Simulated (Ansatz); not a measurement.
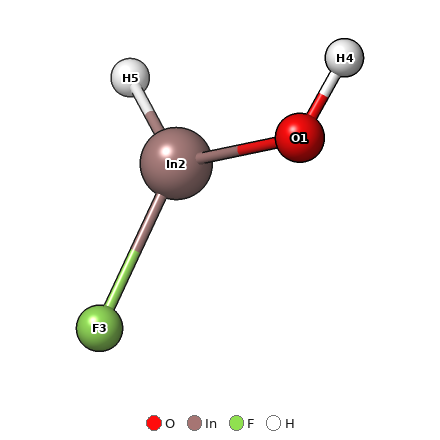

The system is FH2InO, SMILES [OH][InH][F]; the picture shows the reference structure. Coordinates scanned: (1) umbrella angle at In2 (between each of its bonds and their common axis; 90 is planar); (2) change of the bonds In2–O1, In2–F3, In2–H5, all alike. Nothing is relaxed (all other coordinates rigid). Grid: 9 × 9 points; 45 points were computed and 36 follow by symmetry. Points are written as (first, second). All energies are given in eV relative to the relaxed molecule at the same level. The restricted reference is unstable at some or all points, so the energies there are unreliable. All numbers below come from RHF-MP2, frozen core/def2-TZVP (Ansatz).

Its coordinates:

```yaml
atoms:
  - { symbol: O, position_ang: [-1.2751, -0.3505, -0.5745] }
  - { symbol: In, position_ang: [0.4807, 0.0487, 0.2093] }
  - { symbol: F, position_ang: [1.1811, -1.6490, 0.8383] }
  - { symbol: H, position_ang: [-1.7226, 0.4306, -0.9246] }
  - { symbol: H, position_ang: [1.3857, 1.4466, 0.4102] }
```

Range: umbrella angle at In2 (between each of its bonds and their common axis; 90 is planar) from 66 to 114°; change of the bonds In2–O1, In2–F3, In2–H5, all alike from −0.205 to 0.316 Å.

What will the energy surface look like?

Answer. The lowest grid point is at (90°, −0.009 Å), 0.0026 eV from the relaxed molecule at the same level. It is the only kind of minimum in the scanned range. The highest grid point, (66°, −0.205 Å), lies 3.14 eV above the lowest. Round the minimum the two coordinates are nearly uncoupled.

```tsv
second ↓, first →	66	72	78	84	90	96	102	108	114
0.316	2.70	2.36	2.12	1.98	1.93	1.98	2.12	2.36	2.70
0.251	2.16	1.80	1.54	1.39	1.34	1.39	1.54	1.80	2.16
0.186	1.69	1.30	1.03	0.86	0.81	0.86	1.03	1.30	1.69
0.121	1.31	0.90	0.61	0.44	0.38	0.44	0.61	0.90	1.31
0.056	1.09	0.65	0.34	0.15	0.09	0.15	0.34	0.65	1.09
−0.009	1.07	0.60	0.27	0.07	0.00	0.07	0.27	0.60	1.07
−0.074	1.33	0.83	0.48	0.26	0.19	0.26	0.48	0.83	1.33
−0.140	1.98	1.45	1.07	0.84	0.77	0.84	1.07	1.45	1.98
−0.205	3.14	2.57	2.17	1.92	1.84	1.92	2.17	2.57	3.14
```

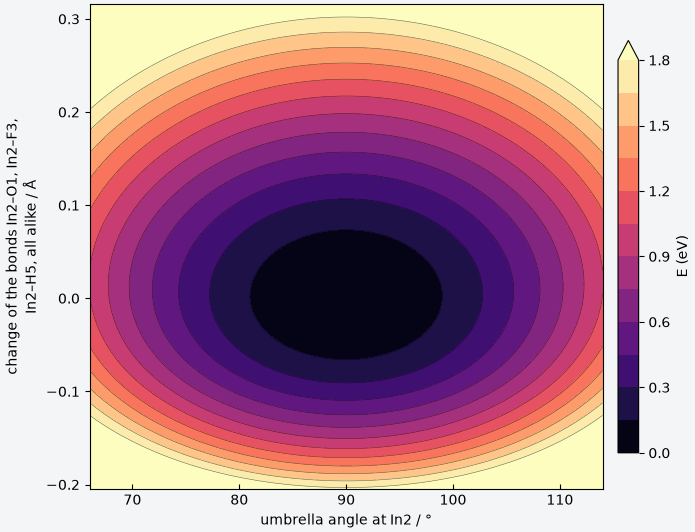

In the figure: filled contours, one colour for all values above the top of the scale. Between grid points the surface is interpolated.

Time for the 45 points that were run: 4.7 min on 1 thread of Arm Neoverse V2 (shared host).
